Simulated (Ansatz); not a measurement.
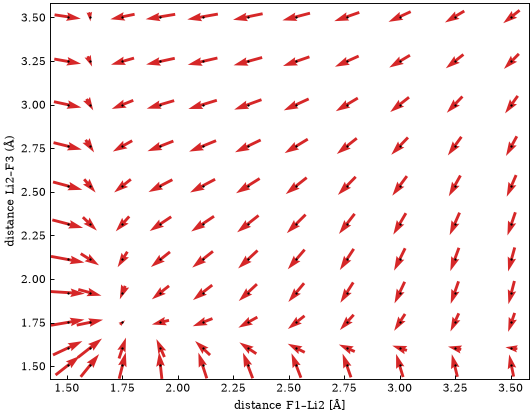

The system F⁻ + LiF. Coordinates scanned: (1) distance F1–Li2; (2) distance Li2–F3. Nothing is relaxed (the angle F1–Li2–F3 is fixed at 90 degrees). The scan uses an 11 × 11 grid; 66 points were computed and 55 follow by symmetry. Points are written as (first, second). Theory: RHF-CCSD(T), frozen core/def2-TZVPD in Ansatz 0.2.0.

Drawn: dots at the grid points, arrows along the force (downhill), their lengths compressed.

The arrows alone are given. Where is the energy lowest?

Answer. The arrows converge at (1.751 Å, 1.751 Å) (read from the interpolated surface).

The energy map of the same scan:

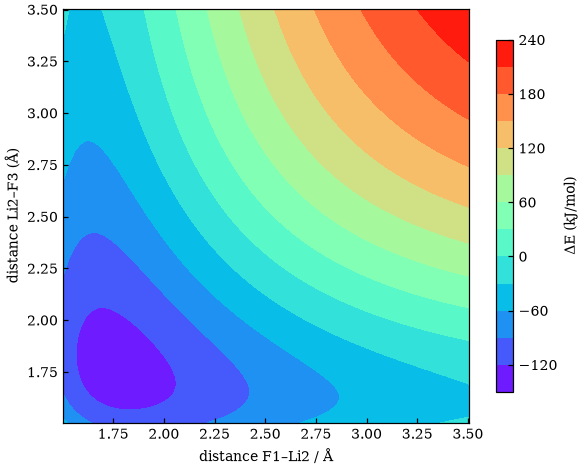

Energies are in kJ/mol, from F with charge -1 far from the relaxed LiF (each part in its own basis); between grid points the surface is interpolated.
